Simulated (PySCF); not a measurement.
C2H11ClSi3

Input file:

```
{"job": {"kind": "uv", "xc": "B3LYP", "basis": "def2-SVPD", "nstates": 8, "ntriplets": 3}, "charge": 0, "multiplicity": 1}
Si    -2.594174     0.212176     0.835571
C     -1.736693    -0.697485    -0.596455
Si    -0.024413    -0.038237    -1.092682
C      1.192997    -0.311304     0.342185
Si     2.878842     0.519850     0.136704
Cl     4.017668     0.121512     1.760371
H     -3.894153    -0.411197     1.104366
H     -1.784622     0.135484     2.055109
H     -2.792819     1.617032     0.474245
H     -1.651803    -1.754492    -0.340937
H     -2.388057    -0.653644    -1.469404
H      0.468024    -0.753724    -2.279565
H     -0.104245     1.392273    -1.412004
H      1.337951    -1.384172     0.478105
H      0.730915     0.045074     1.263819
H      3.593071     0.000654    -1.027327
H      2.744513     1.972228     0.056912
```

Command:

```sh
OMP_NUM_THREADS=1 python probes_run.py task.json out
```

Geometry: GFN2-xTB.

The calculation used B3LYP/def2-SVPD, SCF density, gas phase (PySCF 2.14.0).

Question: Predict the electron density and electron localisation function between the atoms.

Answer: C–Si (1.89 Å): ρ at the midpoint is about 0.93 e/Å³; the ELF peaks at about 0.95 between the atoms: a covalent bond.
C–H (1.09 Å): the density is about 1.9 e/Å³ at the midpoint; the ELF climbs to about 1 towards the hydrogen, as it does in any bond to H; an ordinary covalent bond to hydrogen.
Si–H (1.46 Å): ρ is about 0.82 e/Å³ halfway; the ELF climbs to about 1 towards the hydrogen.

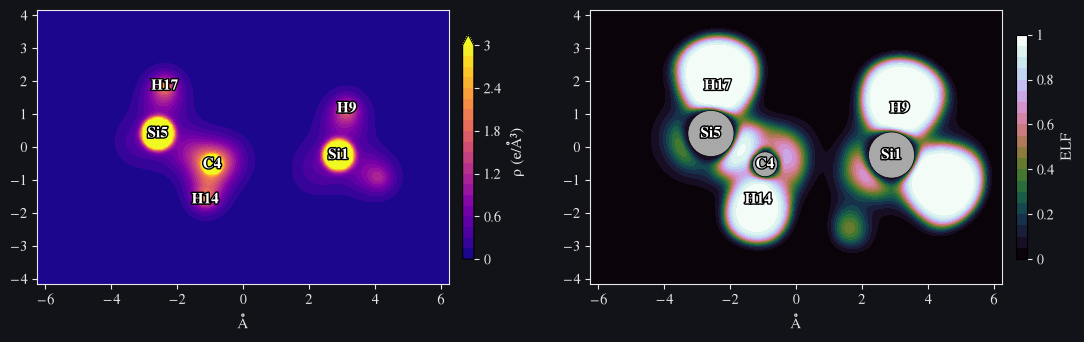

Computed electron density and electron localisation function on the plane of atoms C4, Si5 and H17, in this order. Grey discs cover the atomic cores in the ELF map. 
